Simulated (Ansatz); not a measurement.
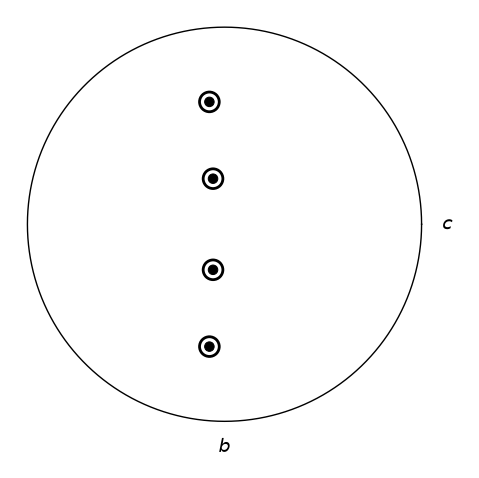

Stereographic projection: filled dots lie in the upper hemisphere, open rings in the lower. The a axis points at the viewer. The poles are all faces of one general form. Computed from the symmetry operations of a computed or model structure of composition HfZrPd, which need not be its known form.

Q: Name the crystal class.

A: 4mm (C4v), order 8, tetragonal system: one fourfold axis, four mirror planes.

Q: Which physical properties does it allow?

A: It is not centrosymmetric; polar, so pyroelectricity and piezoelectricity are allowed; it is not chiral.
